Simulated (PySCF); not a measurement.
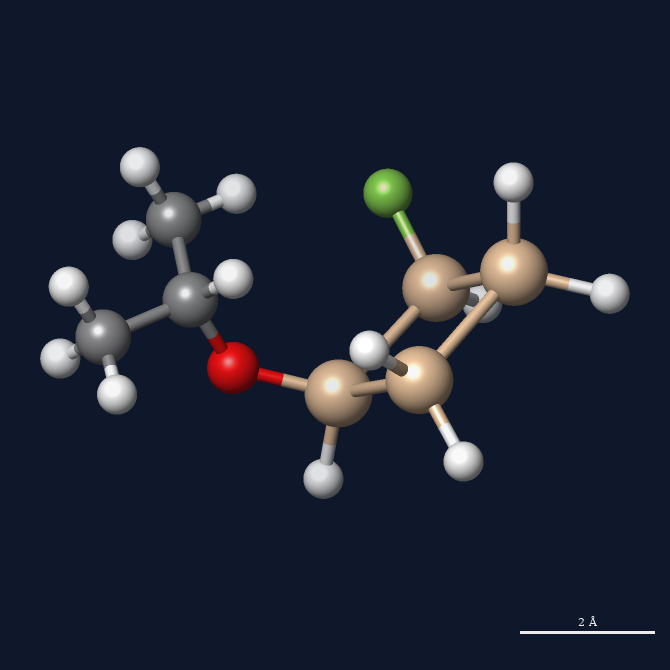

Colours: carbon grey, oxygen red, silicon light orange, fluorine green, hydrogen white.

The geometry was computed by an optimisation with GFN2-xTB. No frequency run is at hand to confirm it as a minimum.

Which formula does it have?

Answer. C₃H₁₃FOSi₄, 22 atoms: 3 carbon, 13 hydrogen, 1 fluorine, 1 oxygen and 4 silicon.

Give the symmetry (Schoenflies symbol).

Answer. C1.

Name functional groups in it.

Answer. Among them: Si–H bond, Si–O bond.

More results for the same structure follow; atom numbers are the same in all pictures, views and colours differ.

## Shape

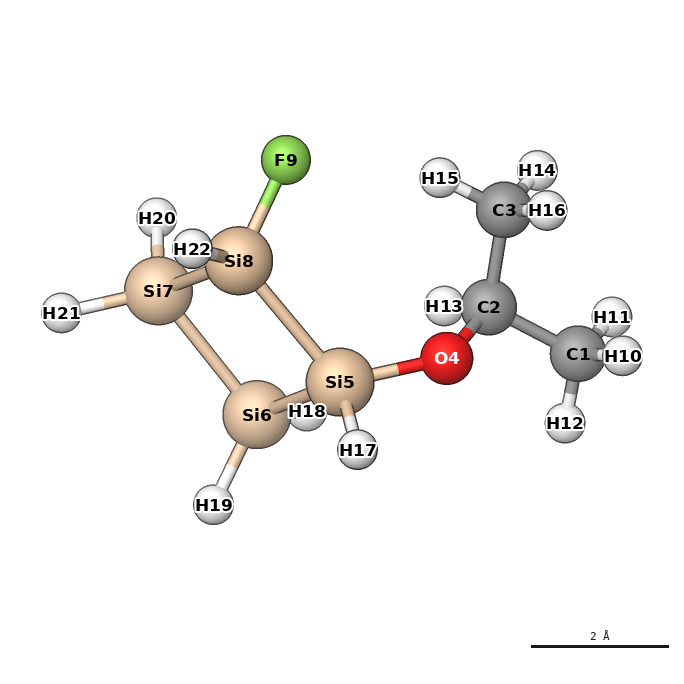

No frequency run is at hand to confirm it as a minimum.

Which atoms are bonded, and how long are the bonds? Leave out bonds to hydrogen.

```tsv
bond	length (Å)	order
C1–C2	1.527	single
C2–C3	1.525	single
C2–O4	1.400	single
O4–Si5	1.627	single
Si5–Si6	2.369	single
Si5–Si8	2.369	single
Si6–Si7	2.364	single
Si7–Si8	2.359	single
Si8–F9	1.639	single
```

## NMR shielding

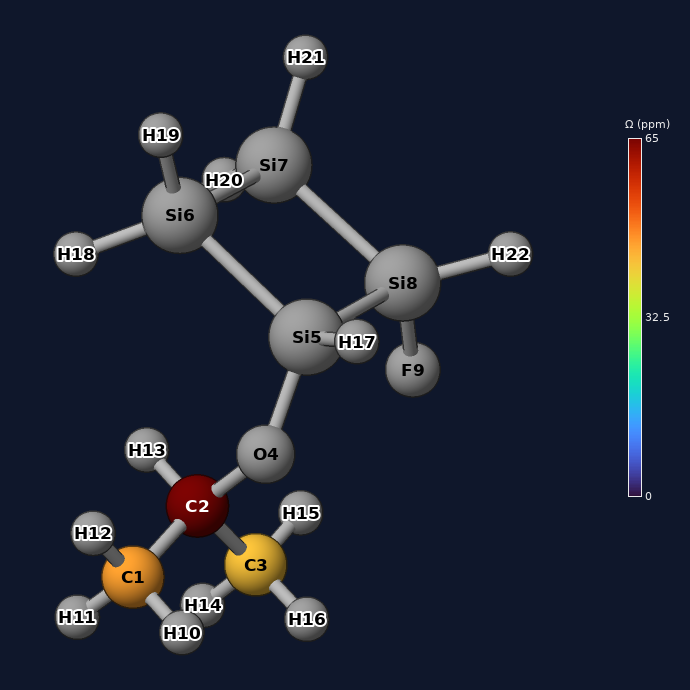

The C atoms are coloured by the span of their shielding tensor. No frequency run is at hand to confirm it as a minimum. Properties computed with GIAO PBE0/pcSseg-1 NMR shielding, non-relativistic, gas phase (PySCF 2.14.0). Principal shieldings σ11 ≤ σ22 ≤ σ33, span Ω = σ33 − σ11, skew κ = 3(σiso − σ22)/Ω.

Which C atom has the most anisotropic shielding?

Answer. C2, with a span of 65 ppm.

Give the shielding tensors of the C atoms.

```
atom    σ11    σ22    σ33   σiso     Ω     κ
  C1  140.6  149.8  186.3  158.9  45.7  0.60
  C2   90.0  103.2  154.9  116.0  64.9  0.59
  C3  143.3  150.9  185.8  160.0  42.5  0.64
```

Shieldings and span in ppm.

## Electronic properties

No frequency run is at hand to confirm it as a minimum. Method: PBE0/pcSseg-1, gas phase (PySCF 2.14.0).

What is the dipole moment?

Answer. 1.21 D.

Give the HOMO–LUMO gap at this level.

Answer. 4.77 eV.

Estimate the HOMO energy (Kohn–Sham orbital).

Answer. −7.11 eV.

## Ring current

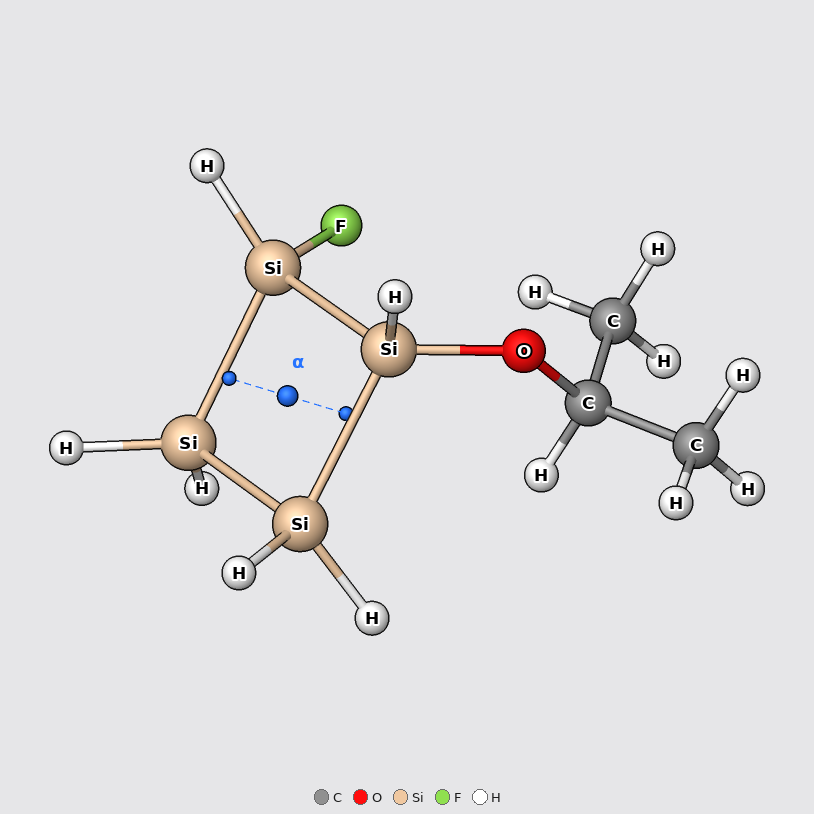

The small points mark where nucleus-independent chemical shifts (NICS) were computed: at the centre of each lettered ring and 1 Å above and below it. No frequency run is at hand to confirm it as a minimum. Level of theory: GIAO PBE0/pcSseg-1 NMR shielding, non-relativistic, gas phase (PySCF 2.14.0).

Give NICS(0), NICS(1) and the out-of-plane component NICS(1)zz for each ring (means of the two sides).

| ring | members | NICS(0) | NICS(1) | NICS(1)zz |
| --- | --- | --- | --- | --- |
| α | Si4 | 4.1 | −0.4 | 3.3 |

Values in ppm.

## Charges

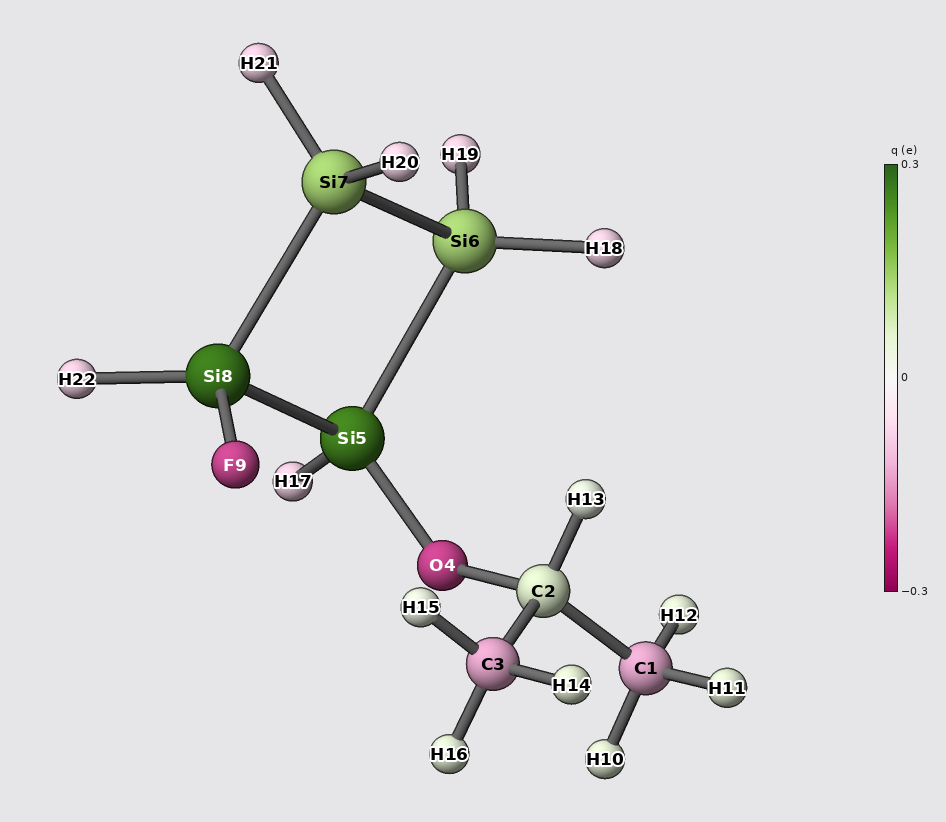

Atoms are coloured by their Hirshfeld charges. No frequency run is at hand to confirm it as a minimum. Method: PBE0/pcSseg-1, gas phase (PySCF 2.14.0).

List the Hirshfeld charges.

| atom | value (e) |
| --- | --- |
| C1 | −0.12 |
| C2 | 0.06 |
| C3 | −0.13 |
| O4 | −0.21 |
| Si5 | 0.25 |
| Si6 | 0.13 |
| Si7 | 0.13 |
| Si8 | 0.26 |
| F9 | −0.21 |
| H10 | 0.04 |
| H11 | 0.04 |
| H12 | 0.04 |
| H13 | 0.03 |
| H14 | 0.04 |
| H15 | 0.03 |
| H16 | 0.04 |
| H17 | −0.07 |
| H18 | −0.07 |
| H19 | −0.07 |
| H20 | −0.06 |
| H21 | −0.07 |
| H22 | −0.08 |

The geometry is semi-empirical. Around Si such bond lengths and angles can be off by a tenth of an ångström or more and by several degrees, and values that hang on the shape move with them.
